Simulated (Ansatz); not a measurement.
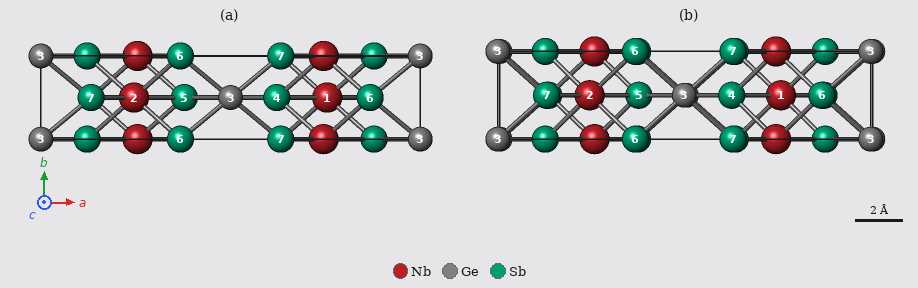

The structure of crystalline Nb$_{2}$GeSb$_{4}$ (built on the Ti2NiS4-12 type type) before (left) and after (right) a relaxation, at one scale.

The picture is a ball-and-stick view of the conventional cell (2 times the calculation's cell), seen along the c axis. Lengths and directions refer to the drawn axes.

Computed with DFT, r2SCAN+rVV10, plane waves, PAW (Ansatz 0.2.0). Set-up: plane-wave cutoff 500 eV; k-point mesh 6 × 6 × 4; occupations fermi dirac; smearing width 0.03 eV; no spin polarisation; cell and atoms relaxed; force threshold 0.01 eV/Å; at most 120 steps.

Question: Describe what moved and what it gained.

Answer: The energy falls by 11.0 meV per atom in 7 accepted moves (9 points after the start). The largest force component goes from 0.099 to 0.0014 eV/Å. The pressure goes from 1.58 to 0.01 GPa. The line search rejected the trial step at point 1 of the run. The SCF was repeated once at an unchanged geometry on a basis and grid sized afresh for the cell, which shifted the energy by 0.2 meV per atom at most. The largest moves relative to the cell, 0.045 Å, are those of Sb4 and Sb5. Sb4 goes along +a. By element the largest moves are Sb 0.045 Å, Nb 0.012 Å. Ge stays in place. Cell: a 16.869 → 16.680 Å (−1.1 %), b 3.558 → 3.751 Å (+5.4 %), c 5.770 → 5.775 Å (+0.1 %), β 105.9° → 108.0°. Volume +3.2 %. Some distances before and after: Ge3–Sb4 2.969 → 2.910 Å, Nb1–Sb7 2.828 → 2.867 Å, Ge3–Sb6 2.851 → 2.885 Å, Nb1–Sb4 2.857 → 2.839 Å. Among the angles between lasting bonds that change: Sb5–Nb1–Sb5 78.0° → 83.6°, Nb1–Sb5–Nb1 78.0° → 83.6°, Sb5–Nb1–Sb7 102.0° → 97.4°. The space group stays C2/m (No. 12). Cost: 3.2 min on 4 threads of Arm Neoverse V2, on a shared host, peak memory 1.4 GiB.
